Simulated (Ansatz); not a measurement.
**Al2FH3O: density, localisation and related maps**

Input

```
crystal:
  periodic: [false, false, false]
  atoms:
    - {symbol: F, position_ang: [-1.223948, 0.648457, 0.566468]}
    - {symbol: Al, position_ang: [-1.370854, -0.161757, -1.172028]}
    - {symbol: O, position_ang: [0.401023, -0.573772, -0.603735]}
    - {symbol: Al, position_ang: [0.465594, 0.229524, 1.057581]}
    - {symbol: H, position_ang: [1.068791, -1.072365, -1.075037]}
    - {symbol: H, position_ang: [0.458210, -0.829572, 2.233028]}
    - {symbol: H, position_ang: [1.381189, 1.519900, 1.061558]}
basis:
  gaussian: {orbitals: def2-TZVPP}
hamiltonian: {xc: pbe0, dispersion: d4}
output: {orbitals: {seedname: orbitals}}
```

Launched as:

```sh
ansatz run in.yaml --threads 2 --pin off --events-out ev --progress --plain --max-ram 4352MiB
```

Geometry: PBE0-D4/def2-TZVP.

Theory: RKS PBE0-D4/def2-TZVPP in Ansatz 0.2.0.

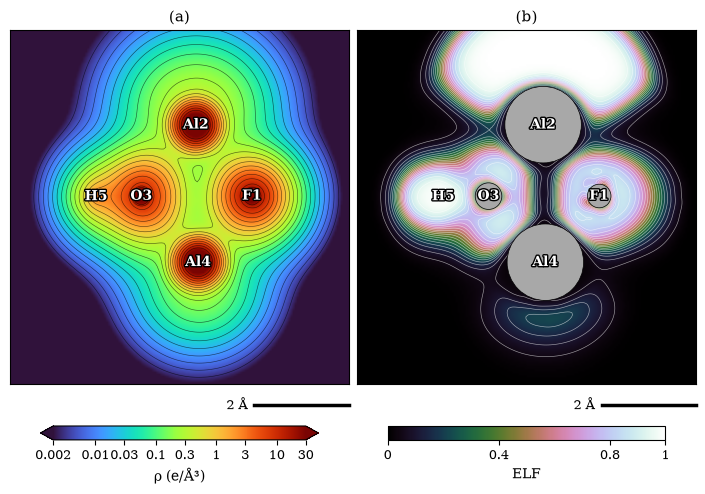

Figure 1. (a) total electron density; (b) ELF on the plane of atoms Al2, O3 and H5. Grey discs cover the atomic cores in the ELF map.

Describe what can be read from this map.

Atoms in the plane: F, Al, O and H.
Al–F (1.81 Å): the density is about 0.59 e/Å³ at the midpoint; the ELF peaks at about 0.85 in the valence shell of F, 0.6 Å from its nucleus, and is about 0.35 at the midpoint.
Al–O (1.85 Å): ρ is about 0.63 e/Å³ halfway; the ELF peaks at about 0.90 in the valence shell of O, 0.6 Å from its nucleus, and is about 0.55 at the midpoint.
O–H (0.96 Å): ρ at the midpoint is about 3.8 e/Å³; the ELF climbs to about 1 towards the hydrogen, as it does in any bond to H: a covalent bond by its length.
Al–O (1.91 Å): ρ at the midpoint is about 0.55 e/Å³; the ELF peaks at about 0.90 in the valence shell of O, 0.5 Å from its nucleus, and is about 0.50 at the midpoint.
Al–F (1.92 Å): the density is about 0.46 e/Å³ at the midpoint; the ELF peaks at about 0.85 in the valence shell of F, 0.6 Å from its nucleus, and is about 0.35 at the midpoint.
The ELF also peaks beside F1, away from the bonds: lone-pair regions.

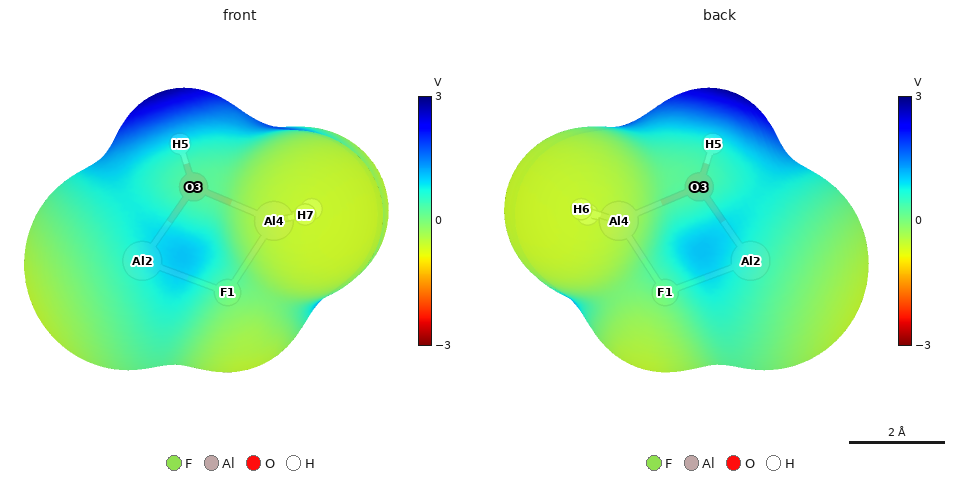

Figure 2. The molecular electrostatic potential painted on the density surface at 0.001 e/bohr³, seen from the front and from behind; the colour scale runs from red (negative) to blue (positive).

Where is the surface potential most negative and most positive?

The most negative region (about −0.6 V) lies over H6 and H7, the most positive (about +2.7 V) over H5.

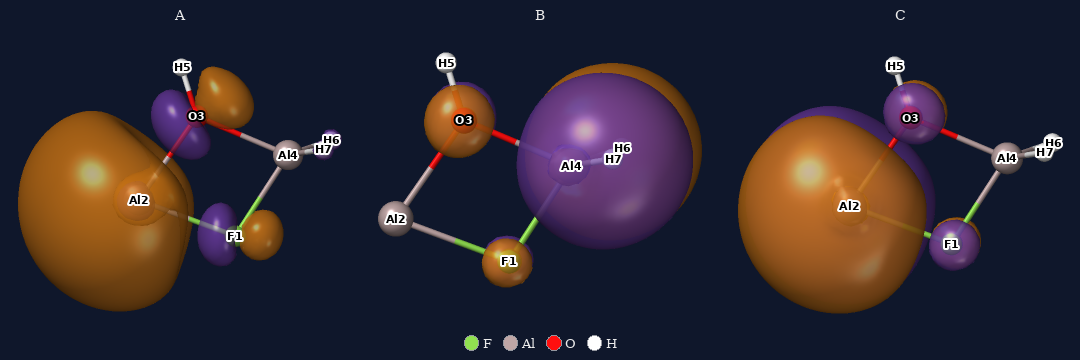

Figure 3. Three frontier orbitals at ±0.08 Å⁻³ᐟ² (orange and purple are the two phases), in no order.

Order the three orbitals by energy and name them.

B is the HOMO−1 (−8.05 eV). It lies mainly on Al4 (about 35 %), H6 (about 30 %) and H7 (about 30 %). A is the HOMO (−6.39 eV). By Hirshfeld shares it lies mainly on Al2 (about 85 %) and O3 (about 5 %). C is the LUMO (−1.20 eV). By Hirshfeld shares it lies mainly on Al2 (about 90 %).

What is the HOMO–LUMO gap?

5.19 eV between the orbital energies.
